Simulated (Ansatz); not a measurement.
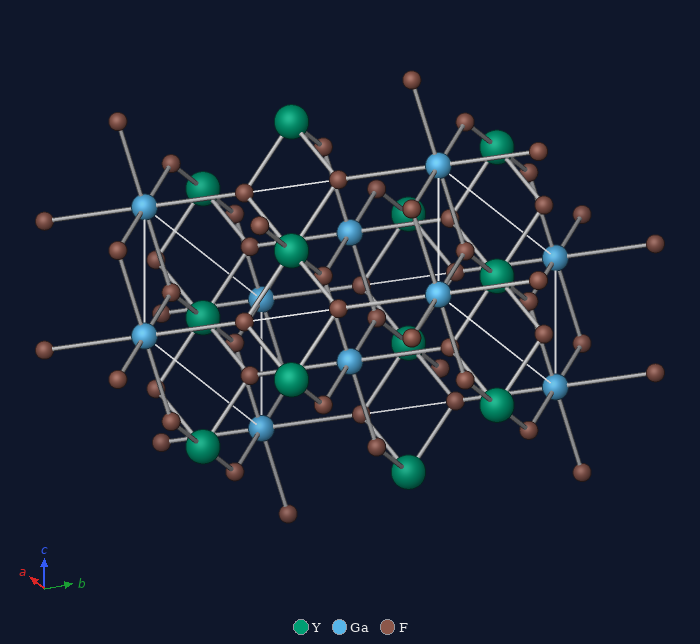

YGaF₄ (space group Cmmm, No. 65): the end point of a relaxation with DFT PBE, scalar-relativistic, plane waves, PAW in Ansatz; the starting structure was generated, so it need not be a known form of this composition.

Bonds are taken as F–Ga below 3.2 Å and F–Y below 2.5 Å. Simplification: prune 0- and 1-connected atoms, fold 2-connected ones into links.

> What kind of net remains, and which atoms are its nodes?

A binodal (3,6)-connected, three-periodic net: F is a 3-connected node; Y and Ga are 6-connected nodes, in the ratio 2:1.

> Name the underlying net.

It is the rtl net, known from rutile.

> Is the net interpenetrated?

It is a single net, without interpenetration.

> Give the point symbol of each node (shortest cycle at each angle).

F: 4·6²; Y and Ga: 4²·6¹⁰·8³.

> Give the first eight terms of the coordination sequence (nodes one, two, three … edges away).

F: 3, 14, 19, 62, 51, 144, 99, 254; Y and Ga: 6, 10, 38, 34, 102, 74, 198, 130.

The simplified net, drawn on the atoms' positions. Nodes are coloured by element. Edges to nodes outside the piece are drawn as stubs.

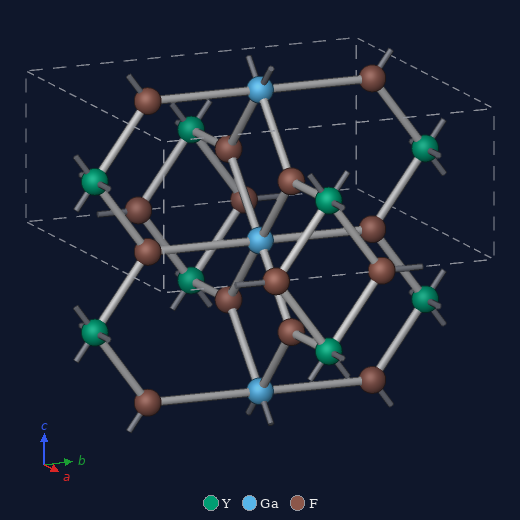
